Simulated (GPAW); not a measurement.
# Mg K-edge XANES of NaMgF3 (Pm-3m), part 3 of 3

Aim: the near-edge shape at the Mg K edge of NaMgF3 (Pm-3m), and what the core hole does to it.

GPAW 26.7.0; X-ray absorption from dipole matrix elements to empty bands, plane-wave PAW LDA.

So far. Step 5 (Spectrum with FCH, Mg atom 1): The hole costs E(hole) − E(ground) = 1304.68 eV, and the lowest empty level of the hole cell on the spectrum's mesh lies at 4.32 eV, which puts the zero at 1308.99 eV. One term is added: -12.89 eV, since the hole is spin-paired here and a spin-polarised one costs that much less in the free atom (computed apart). The photon energy is then 1296.10 eV. The tabulated edge of the element is 1303 eV.

## Step 8: Spectrum with FCH, Mg atom 1

This attempt departs from the first core-hole run: k mesh of the field to 1×1×1.

xas.py reads:

```python
import numpy as np
from ase import Atoms
from ase.parallel import parprint, paropen
from gpaw import GPAW, PW, FermiDirac, Mixer, MixerDif, setup_paths
from gpaw.test import gen
setup_paths.insert(0, '.')
gen('Mg', name='fch1s', xcname='LDA', corehole=(1, 0, 1), write_xml=True)
from gpaw.mpi import world
world.barrier()

atoms = Atoms('Mg4Na4F12',
    cell=[[3.950839, 3.950839, 3.950839],
     [-3.950839, 3.950839, -3.950839],
     [-3.950839, -3.950839, 3.950839]],
    scaled_positions=[[0.5, 0, 0],
     [0.5, 0.5, 0.5],
     [0, 0, 0.5],
     [0, 0.5, 0],
     [0, 0, 0],
     [0, 0.5, 0.5],
     [0.5, 0, 0.5],
     [0.5, 0.5, 0],
     [0.5, 0.25, 0.25],
     [0.5, 0.75, 0.75],
     [0, 0.25, 0.75],
     [0, 0.75, 0.25],
     [0.25, 0.75, 0],
     [0.25, 0.25, 0.5],
     [0.75, 0.75, 0.5],
     [0.75, 0.25, 0],
     [0.25, 0, 0.75],
     [0.25, 0.5, 0.25],
     [0.75, 0, 0.25],
     [0.75, 0.5, 0.75]],
    pbc=True)
atoms.calc = calc = GPAW(legacy_gpaw=True, mode=PW(500), xc='LDA', setups={0: 'fch1s'},
    kpts={'size': (1, 1, 1), 'gamma': True}, occupations=FermiDirac(0.02),
    charge=0, mixer=Mixer(0.1, 5, 50), maxiter=150,
    convergence={'density': 0.0001}, txt='scf.txt')
energy = atoms.get_potential_energy() + calc.get_reference_energy()
ef = calc.get_fermi_level()
out = dict(energy=energy, fermi=ef, forces=atoms.get_forces().tolist())
parprint(f'all-electron energy {energy:.4f} eV, Fermi level {ef:.4f} eV')
ev = np.array([[calc.get_eigenvalues(k, s) for k in range(len(calc.get_ibz_k_points()))] for s in range(calc.get_number_of_spins())])
out['homo'], out['lumo'], out['counts'] = ev[ev < ef].max(), ev[ev > ef].min(), sorted(set((ev < ef).sum((0, 2)).tolist()))
out['filled'] = (ev[:, 0] < ef).sum(1).tolist()

from ase.units import Ha
from gpaw.xas import dipole_matrix_elements
nb = int(calc.get_number_of_electrons() / 2) + 149
top, nb = nb, nb + 8 + nb // 12
nscf = calc.fixed_density(kpts={'size': (3, 3, 3), 'gamma': True}, nbands=nb,
    convergence={'bands': top, 'eigenstates': 1e-5}, maxiter=60, txt='nscf.txt')
cell = atoms.cell.array
ops = [cell.T @ U.T @ np.linalg.inv(cell.T) for U in nscf.wfs.kd.symmetry.op_scc]
filled = [76]  # bands filled in the ground state, by spin
E = np.arange(-6, 34, 0.1)
fwhm = np.interp(E, [4, 25], [0.9, 3.5])
Y, X, zero, highest = 0, 0, 1e9, 1e9
for spin in range(nscf.get_number_of_spins()):
    wfs = nscf.wfs
    A = dipole_matrix_elements(wfs.setups[0])
    eps = np.zeros((wfs.kd.nibzkpts, nb))
    d = np.zeros((3, A.shape[1], wfs.kd.nibzkpts, nb), complex)
    for kpt in wfs.kpt_u:
        if kpt.s == spin and 0 in kpt.P_ani:
            eps[kpt.k] = kpt.eps_n * Ha
            d[:, :, kpt.k] = (kpt.weight * wfs.nspins / 2) ** 0.5 * np.inner(A, kpt.P_ani[0])
    world.sum(eps)
    world.sum(d)
    T = np.einsum('amkn,bmkn->abkn', d, d.conj()).real
    T = sum(np.einsum('ai,ijkn,bj->abkn', R, T, R) for R in ops) / len(ops)
    empty = np.ones_like(eps, bool) & (np.arange(nb) >= filled[spin])
    zero, highest = min(zero, eps[empty].min()), min(highest, eps[:, top - 1].min())
    lines = [(eps, T, empty)] if spin == 0 else lines + [(eps, T, empty)]
for eps, T, empty in lines:
    f = np.einsum('aakn->akn', T).reshape(3, -1)
    x = eps.ravel() - zero
    w = np.interp(x, E, fwhm) / 2.35482
    g = np.exp(-0.5 * ((E[:, None] - x) / w) ** 2) / (w * (2 * np.pi) ** 0.5)
    Y = Y + (f * empty.ravel()) @ g.T
    X = X + (f * ~empty.ravel()) @ g.T
out.update(E=E.round(2).tolist(), xas=Y.tolist(), xes=X.tolist(), zero=zero, valid=highest - zero, nk=len(eps), nb=nb)
for i in range(0, len(E), 10):
    parprint(f'{E[i]:7.2f}', *(f'{v:10.3e}' for v in Y[:, i]))
import json
with paropen('out.json', 'w') as f:
    json.dump(out, f)
```

Launch:

```
> OMP_NUM_THREADS=1 mpirun -n 4 gpaw python xas.py
```

Numbers of over 12 decimals in the logs are rounded to 6 here.

Output:

```text
Input parameters:
  convergence: {density: 0.0001}
  kpts: {gamma: True,
         size: (1, 1, 1)}
  maxiter: 150
  mixer: {backend: pulay,
          beta: 0.1,
          method: separate,
          nmaxold: 5,
          weight: 50}
  mode: {ecut: 500.0,
         name: pw}
  occupations: {fixmagmom: False,
                name: fermi-dirac,
                width: 0.02}
  setups: {0: fch1s}

Initialize ...

[...]
2s:      -4.035788    -4.036322
2p:      -2.903993    -2.904657
*d:                   -0.118527
*f:                   -0.020612
-------------------------------
all-electron energy -70490.6268 eV, Fermi level 0.4603 eV
  -6.00  3.947e-77  3.947e-77  3.947e-77
  -5.00  2.714e-58  2.714e-58  2.714e-58
  -4.00  1.985e-42  1.985e-42  1.985e-42
  -3.00  1.545e-29  1.545e-29  1.545e-29
[...]
32.00  5.567e-06  5.567e-06  5.567e-06
  33.00  4.412e-06  4.412e-06  4.412e-06
[key lines of the parts left out:]
Converged after 13 iterations.
Dipole moment: (0.000000, 0.000000, 0.000000) |e|*Ang
Free energy:   -115.161042
Fermi level: 0.46027
```

Elapsed: 1.7 min, on 4 MPI ranks of Arm Neoverse V1, shared host; peak memory 0.36 GiB.

The run finished. A setting was moved off its sound value on purpose, so it serves as a test and not as the result.

The fault put into the input: the field is made at the zone centre alone.

This run also has another mesh (3×3×3 against 4×4×4), so the 8 % r.m.s. difference can't be laid on the changed setting alone. The highest intensity below 16 eV goes from 8.5 eV (3.18) to 8.6 eV (2.97).

```csv
E (eV),first run,this run
-2.0,0.00,0.00
-0.5,0.00,0.00
1.0,0.01,0.01
2.5,0.21,0.25
4.0,0.67,0.77
5.5,2.14,2.23
7.0,1.69,1.59
8.5,3.18,2.96
10.0,1.10,1.11
11.5,0.54,0.54
13.0,0.88,0.88
14.5,1.05,1.07
16.0,1.03,1.01
17.5,0.58,0.61
19.0,0.28,0.27
20.5,0.18,0.18
22.0,0.20,0.20
23.5,0.27,0.28
25.0,0.42,0.42
26.5,0.63,0.61
28.0,0.74,0.76
29.5,0.72,0.74
31.0,0.64,0.62
```

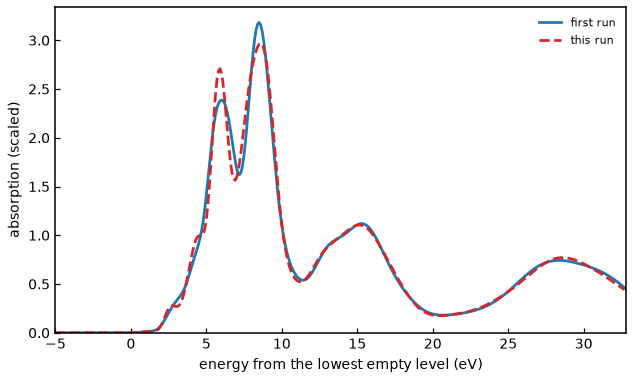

This run beside the first core-hole run.

## Step 9: With and without the hole

Both curves are counted from their own zero, so only the shift of weight within the empty states shows.

```csv
E (eV),no hole,FCH
-2.0,0.00,0.00
-1.0,0.00,0.00
0.0,0.00,0.00
1.0,0.01,0.01
2.0,0.04,0.08
3.0,0.07,0.33
4.0,0.10,0.67
5.0,0.24,1.42
6.0,0.42,2.39
7.0,0.40,1.69
8.0,0.53,2.72
9.0,0.82,2.71
10.0,1.81,1.10
11.0,2.24,0.58
12.0,1.47,0.62
13.0,1.21,0.88
14.0,1.21,0.99
15.0,1.41,1.11
16.0,1.91,1.03
17.0,2.26,0.73
18.0,2.03,0.46
19.0,1.36,0.28
20.0,0.73,0.19
21.0,0.42,0.18
22.0,0.31,0.20
23.0,0.30,0.24
24.0,0.32,0.31
25.0,0.38,0.42
26.0,0.49,0.57
27.0,0.63,0.68
28.0,0.76,0.74
29.0,0.86,0.73
30.0,0.93,0.70
31.0,1.00,0.64
32.0,1.04,0.55
```

With each curve scaled to its own mean, the area from −2 to 6 eV with the hole is 3.7 against 0.7, and the centre of weight from −1 to 20 eV moves by -3.9 eV: the hole pulls the absorber's empty states down.

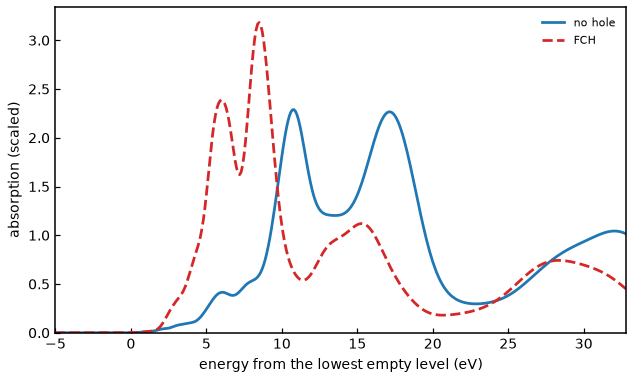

The Mg K edge with and without the core hole, each from its own zero; the highest intensity below 16 eV lies at 8.5 eV with the hole.

## Step 10: Outcome

| Quantity | Value |
| --- | --- |
| absorber and edge | Mg K, atom 1 of the ground-state input (counted from 1) |
| surroundings | 6 F at 1.98 Å (octahedral, site symmetry m-3m) |
| highest intensity below 16 eV | 8.5 eV above the zero, height 3.18 |
| photon energy of the zero, with the added terms | 1296.1 eV (raw 1309.0 eV; LDA puts this hole about 6 eV below PBE, itself good to a few eV) |

The Mg K edge of atom 1, with 6 F at 1.98 Å (octahedral, site symmetry m-3m), has its highest intensity of the first 16 eV at 8.5 eV above the zero, near 1305 eV in photon energy (LDA puts this hole about 6 eV below PBE, itself good to a few eV), 3.2 times the mean level of the first 20 eV (Gaussian full width 0.9 eV up to 4 eV, rising linearly to 3.5 eV at 25 eV). With each curve scaled to its own mean, the area from −2 to 6 eV with the hole is 3.7 against 0.7, and the centre of weight from −1 to 20 eV moves by -3.9 eV: the hole pulls the absorber's empty states down. Changing the core hole from full to half alters the shape by 59 % r.m.s., so the choice matters here. The mesh is coarse (0.28 Å⁻¹ between points), so small maxima may be mesh ripples. Lifetime broadening is put in by hand, and intensities beyond about 20 eV depend on it and on the partial waves; weight that the partial waves miss at high energy is lost. The structure is a computed Materials Project entry and may be a hypothetical form.

[Banner, clock and machine lines of the logs are left out without a mark of their own.]

[Logs are printed without paths, hosts, clocks, repeated set-up lines and the standing remarks that a program may print on its own settings, such as how far it seeks lower states.]

[Hosts, paths, dates, database ids (printed as entryN), source tags and the programs' standing remarks are cut or masked in the printed files.]

[Lists of maxima count a maximum above −3 eV only where it reaches 4 % of the highest in the window and stands out from its surroundings by 2 % of it (1.5 % where it reaches 55 %); shoulders and weaker maxima are passed over, and of the rest the first, up to two pre-edge ones and the few strongest are named.]
